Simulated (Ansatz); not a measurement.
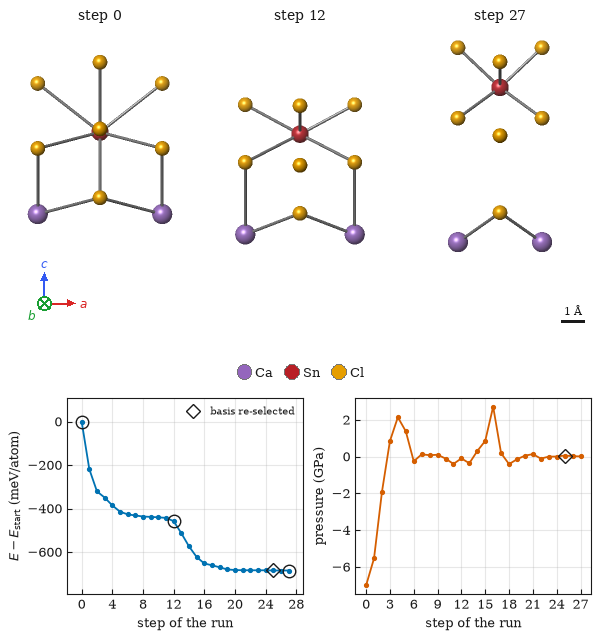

Frames of a relaxation of crystalline CaSnCl$_{6}$ (built on the LaYMg6-38 type type), marked on the history of the run. The picture is a ball-and-stick view of the atoms within 5.0 Å of the atom that moves most (axes of the conventional cell (2 times the calculation's cell)), seen along the b axis. Lengths and directions refer to the drawn axes.

Theory: Ansatz 0.2.0, DFT, PBEsol, plane waves, PAW.

Input
```yaml
crystal:
  lattice:
    - [5.45256357, 0.0, 0.0]
    - [0.0, 3.65758462, 5.93751147]
    - [0.0, -3.65758462, 5.93751147]
  atoms:
    - { symbol: Ca, position: [0.5, 0.599439, 0.599439] }
    - { symbol: Sn, position: [0.0, 0.901957, 0.901957] }
    - { symbol: Cl, position: [0.0, 0.934775, 0.384984] }
    - { symbol: Cl, position: [0.0, 0.384984, 0.934775] }
    - { symbol: Cl, position: [0.0, 0.413856, 0.413856] }
    - { symbol: Cl, position: [0.5, 0.570226, 0.113246] }
    - { symbol: Cl, position: [0.5, 0.113246, 0.570226] }
    - { symbol: Cl, position: [0.5, 0.081518, 0.081518] }
kpoints:
  mp_grid: { grid: [4, 4, 4] }
hamiltonian:
  xc: pbesol
scf:
  occupations: { method: fermi_dirac, width: 0.03 }
relax:
  f_tol: 0.01
  cell: {}
  max_steps: 120
```

Run as
```bash
ansatz run input.yaml --threads 4 --pin off --max-ram 4608MiB --backend cpu --events-out ev --progress --plain --runs-dir out
```

### What happens along the run?

The run was cut off at its time limit before the program reported convergence, but its last step already meets the force threshold: the largest component is 0.0068 eV/Å against 0.01 eV/Å. The pressure is within 0.01 GPa of its target. The energy falls by 685 meV per atom in 26 accepted moves (27 points after the start). Largest force component: 0.85 eV/Å at the start, 0.0068 eV/Å at the end. The pressure goes from −7.01 to 0.01 GPa. At 1 point the geometry stayed and the basis and grid were re-selected for the new cell (energy shift of 0.9 meV per atom at most each time). The atom that moves furthest relative to the cell is Sn2 (1.42 Å along +c). Largest moves by element: Sn 1.42 Å, Ca 1.36 Å, Cl 1.17 Å. Cell: a 5.453 → 3.685 Å (−32.4 %), b 7.315 → 8.332 Å (+13.9 %), c 11.875 → 13.215 Å (+11.3 %). Volume −14.3 %. Some distances before and after: Sn2–Cl3 3.508 → 5.724 Å, Ca1–Cl6 3.496 → 5.630 Å, Sn2–Cl5 3.660 → 4.670 Å, Sn2–Cl8 3.461 → 2.535 Å. The space group stays Amm2 (No. 38). The run took 5.7 min on 4 threads of Intel(R) Xeon(R) Processor @ 2.50GHz (Skylake/Cascade Lake), on a shared host, peak memory 0.65 GiB. From step 0 to 12: Sn2 moves most (0.89 Å), volume −25.6 %, energy −458 meV per atom. From step 12 to 27: Cl atoms move most (0.61 Å), volume +15.1 %, energy −227 meV per atom.

```json
{"step": "0", "E − E(0), meV/atom": "0.00", "largest force component, eV/Å": "0.8525", "pressure, GPa": "-7.01", "volume, Å³/atom": "29.603", "note": ""}
{"step": "1", "E − E(0), meV/atom": "-219.06", "largest force component, eV/Å": "0.5799", "pressure, GPa": "-5.54", "volume, Å³/atom": "25.835", "note": ""}
{"step": "2", "E − E(0), meV/atom": "-321.28", "largest force component, eV/Å": "0.2383", "pressure, GPa": "-1.92", "volume, Å³/atom": "22.836", "note": ""}
{"step": "3", "E − E(0), meV/atom": "-349.60", "largest force component, eV/Å": "0.4346", "pressure, GPa": "0.84", "volume, Å³/atom": "21.370", "note": ""}
{"step": "4", "E − E(0), meV/atom": "-385.60", "largest force component, eV/Å": "0.5913", "pressure, GPa": "2.14", "volume, Å³/atom": "20.762", "note": ""}
{"step": "5", "E − E(0), meV/atom": "-414.33", "largest force component, eV/Å": "0.1914", "pressure, GPa": "1.37", "volume, Å³/atom": "21.120", "note": ""}
{"step": "6", "E − E(0), meV/atom": "-426.92", "largest force component, eV/Å": "0.1285", "pressure, GPa": "-0.26", "volume, Å³/atom": "22.046", "note": ""}
{"step": "7", "E − E(0), meV/atom": "-431.85", "largest force component, eV/Å": "0.1123", "pressure, GPa": "0.12", "volume, Å³/atom": "22.012", "note": ""}
{"step": "8", "E − E(0), meV/atom": "-436.73", "largest force component, eV/Å": "0.1520", "pressure, GPa": "0.07", "volume, Å³/atom": "22.054", "note": ""}
{"step": "9", "E − E(0), meV/atom": "-438.42", "largest force component, eV/Å": "0.0918", "pressure, GPa": "0.10", "volume, Å³/atom": "21.959", "note": ""}
{"step": "10", "E − E(0), meV/atom": "-440.54", "largest force component, eV/Å": "0.0444", "pressure, GPa": "-0.11", "volume, Å³/atom": "22.052", "note": ""}
{"step": "11", "E − E(0), meV/atom": "-442.95", "largest force component, eV/Å": "0.0687", "pressure, GPa": "-0.40", "volume, Å³/atom": "22.149", "note": ""}
{"step": "12", "E − E(0), meV/atom": "-457.99", "largest force component, eV/Å": "0.1785", "pressure, GPa": "-0.10", "volume, Å³/atom": "22.037", "note": ""}
{"step": "13", "E − E(0), meV/atom": "-513.12", "largest force component, eV/Å": "0.2738", "pressure, GPa": "-0.37", "volume, Å³/atom": "22.189", "note": ""}
{"step": "14", "E − E(0), meV/atom": "-573.67", "largest force component, eV/Å": "0.4593", "pressure, GPa": "0.30", "volume, Å³/atom": "22.072", "note": ""}
{"step": "15", "E − E(0), meV/atom": "-622.75", "largest force component, eV/Å": "0.8940", "pressure, GPa": "0.85", "volume, Å³/atom": "22.113", "note": ""}
{"step": "16", "E − E(0), meV/atom": "-652.79", "largest force component, eV/Å": "1.0697", "pressure, GPa": "2.71", "volume, Å³/atom": "22.210", "note": ""}
{"step": "17", "E − E(0), meV/atom": "-660.99", "largest force component, eV/Å": "0.9249", "pressure, GPa": "0.18", "volume, Å³/atom": "23.245", "note": ""}
{"step": "18", "E − E(0), meV/atom": "-670.28", "largest force component, eV/Å": "0.5115", "pressure, GPa": "-0.41", "volume, Å³/atom": "24.715", "note": ""}
{"step": "19", "E − E(0), meV/atom": "-680.17", "largest force component, eV/Å": "0.1314", "pressure, GPa": "-0.15", "volume, Å³/atom": "24.367", "note": ""}
{"step": "20", "E − E(0), meV/atom": "-682.83", "largest force component, eV/Å": "0.1607", "pressure, GPa": "0.05", "volume, Å³/atom": "24.578", "note": ""}
{"step": "21", "E − E(0), meV/atom": "-683.86", "largest force component, eV/Å": "0.0718", "pressure, GPa": "0.13", "volume, Å³/atom": "24.847", "note": ""}
{"step": "22", "E − E(0), meV/atom": "-684.03", "largest force component, eV/Å": "0.0516", "pressure, GPa": "-0.11", "volume, Å³/atom": "25.182", "note": ""}
{"step": "23", "E − E(0), meV/atom": "-684.11", "largest force component, eV/Å": "0.0145", "pressure, GPa": "-0.01", "volume, Å³/atom": "25.233", "note": ""}
{"step": "24", "E − E(0), meV/atom": "-684.13", "largest force component, eV/Å": "0.0027", "pressure, GPa": "0.00", "volume, Å³/atom": "25.194", "note": ""}
{"step": "25", "E − E(0), meV/atom": "-685.03", "largest force component, eV/Å": "0.0023", "pressure, GPa": "0.06", "volume, Å³/atom": "25.194", "note": "same geometry, new basis"}
{"step": "26", "E − E(0), meV/atom": "-685.05", "largest force component, eV/Å": "0.0178", "pressure, GPa": "0.02", "volume, Å³/atom": "25.307", "note": ""}
{"step": "27", "E − E(0), meV/atom": "-685.06", "largest force component, eV/Å": "0.0068", "pressure, GPa": "0.01", "volume, Å³/atom": "25.360", "note": ""}
```
